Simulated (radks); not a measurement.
**Polarisabilities and dispersion coefficients of Be, B⁺, C²⁺ and others**

Aim: static dipole polarisabilities and C6 coefficients, each species in its NIST ground configuration. After each ground state the linear response is solved; its values go to the run's result record, not to the log. Response by self-consistent Sternheimer equations with the Hartree and adiabatic LDA kernel, the relativistic mass of each level held fixed and spin-orbit coupling left out.

Method: scalar-relativistic Kohn-Sham, LDA (Slater exchange, VWN5 correlation), spin-unpolarised, spherical densities, finite nucleus. Code: radks (a radial shooting solver on a logarithmic mesh, Libxc functionals) version 1.

**1. What is computed**

| Item | Value |
| --- | --- |
| species | Be ([He] 2s2), B⁺ ([He] 2s2), C²⁺ ([He] 2s2), N³⁺ ([He] 2s2), O⁴⁺ ([He] 2s2), F⁵⁺ ([He] 2s2), Ne⁶⁺ ([He] 2s2), Mg⁸⁺ ([He] 2s2) |

**2. Be, [He] 2s2**

Input:

```text
Z 4
configuration [He] 2s2
relativity scalar-relativistic
functional lda,vwn5
spin unpolarised
nucleus finite rms 2.519 fm
c 137.035999084
response adiabatic LDA kernel
```

**3. B⁺, [He] 2s2**

Input:

```text
Z 5
configuration [He] 2s2
relativity scalar-relativistic
functional lda,vwn5
spin unpolarised
nucleus finite rms 2.406 fm
c 137.035999084
response adiabatic LDA kernel
```

**4. C²⁺, [He] 2s2**

Input:

```text
Z 6
configuration [He] 2s2
relativity scalar-relativistic
functional lda,vwn5
spin unpolarised
nucleus finite rms 2.4702 fm
c 137.035999084
response adiabatic LDA kernel
```

**5. N³⁺, [He] 2s2**

Input:

```text
Z 7
configuration [He] 2s2
relativity scalar-relativistic
functional lda,vwn5
spin unpolarised
nucleus finite rms 2.5582 fm
c 137.035999084
response adiabatic LDA kernel
```

**6. O⁴⁺, [He] 2s2**

Input:

```text
Z 8
configuration [He] 2s2
relativity scalar-relativistic
functional lda,vwn5
spin unpolarised
nucleus finite rms 2.6991 fm
c 137.035999084
response adiabatic LDA kernel
```

**7. F⁵⁺, [He] 2s2**

Input:

```text
Z 9
configuration [He] 2s2
relativity scalar-relativistic
functional lda,vwn5
spin unpolarised
nucleus finite rms 2.8976 fm
c 137.035999084
response adiabatic LDA kernel
```

**8. Ne⁶⁺, [He] 2s2**

Input:

```text
Z 10
configuration [He] 2s2
relativity scalar-relativistic
functional lda,vwn5
spin unpolarised
nucleus finite rms 3.0055 fm
c 137.035999084
response adiabatic LDA kernel
```

**9. Mg⁸⁺, [He] 2s2**

Input:

```text
Z 12
configuration [He] 2s2
relativity scalar-relativistic
functional lda,vwn5
spin unpolarised
nucleus finite rms 3.057 fm
c 137.035999084
response adiabatic LDA kernel
```

**Question.** What will these runs give? Wanted: for each run, species; −ε(HOMO); α; α uncoupled; C6; C8; recommended α.

The runs gave:

```csv
species,−ε(HOMO) (eV),α (bohr³),α uncoupled (bohr³),C6 (hartree bohr⁶),C8 (hartree bohr⁸),recommended α (bohr³)
Be,5.599,43.77,80.49,263.6,13532,37.74
B⁺,19.413,10.77,20.25,29.13,548.7,-
C²⁺,40.174,4.249,8.005,6.503,61.48,-
N³⁺,67.800,2.102,3.953,2.058,11.38,-
O⁴⁺,102.27,1.191,2.233,0.8060,2.866,-
F⁵⁺,143.58,0.7387,1.381,0.3651,0.8896,-
Ne⁶⁺,191.73,0.4891,0.9115,0.1839,0.3217,-
Mg⁸⁺,308.61,0.2458,0.4549,0.05836,0.05824,-
```

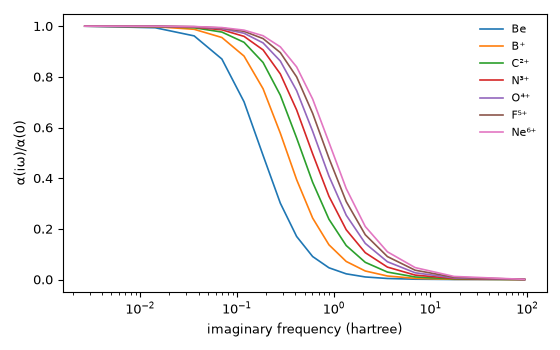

Polarisability at imaginary frequency, each scaled by its static value.

In words: Uncoupled leaves out the potential induced by the response; C6 and C8 are for like pairs. Be is the most polarisable and Mg⁸⁺ the least, a factor 178 apart. For the pair Be–Mg⁸⁺ the Casimir-Polder integral gives C6 = 2.629, the rule 2·Ca·Cb/(Ca·αb/αa + Cb·αa/αb) on the like-pair values 2.591. Against the recommended values (Schwerdtfeger and Nagle, 2023 table) the misses are Be +16 %. C8 is given only where no p, d or f shell is open.
